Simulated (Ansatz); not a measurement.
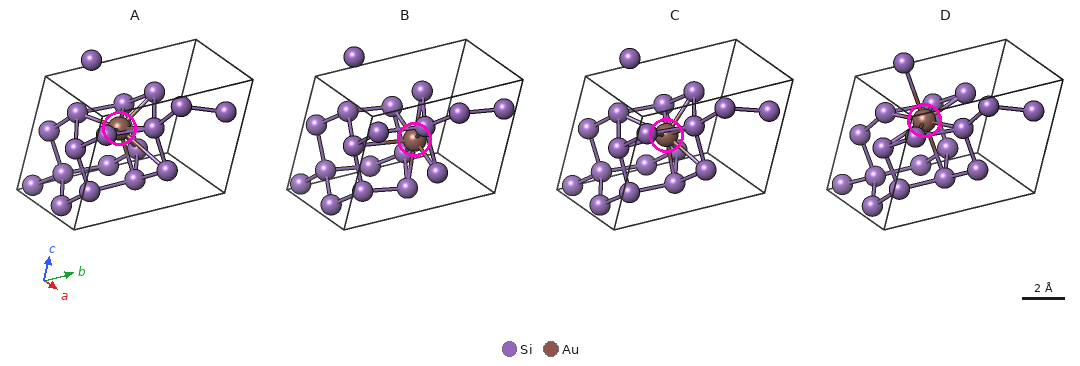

4 geometries from a converged minimum-energy path of a defect cell of composition Si16Au (cell charge +1) (17 atoms in the cell), shuffled. The picture is a ball-and-stick view of the reduced simulation cell (origin moved), seen slightly off an axis. The moving atom is ringed, with any periodic copies. Lengths and directions refer to the drawn axes. Bonds to atoms that aren't drawn are left out.

Computed with DFT LDA, scalar-relativistic, plane waves, PAW (Ansatz 0.2.0). Run with plane-wave cutoff 420 eV; k-point mesh 3 × 3 × 3; Gaussian smearing 0.02 eV; 3 movable images; climbing image.

Question: Which frame is the top of the path?

Answer: C. In order along the path, whose images run from 0 to 4: D (image 0, 0.000 eV), A (image 1, +0.100 eV), C (image 2, +0.300 eV), B (image 4, 0.000 eV). The Au atom travels furthest, 1.91 Å from end to end, along [0 1 −1], on a path that bends up to 0.28 Å away from the straight line. At the highest image its nearest neighbour (Si) is 2.42 Å away, against 2.41 Å at the start, and the surrounding atoms stand up to 0.13 Å off the mean of their end positions.

Limits of the set-up: the periodic images lie only 7.6 Å apart, so the values are limited by the cell's size; the cell is charged, on a uniform background, and energies carry no finite-size correction.

The run took 2.2 min on 4 threads of Arm Neoverse V2 (shared host), peak memory 1.3 GiB.
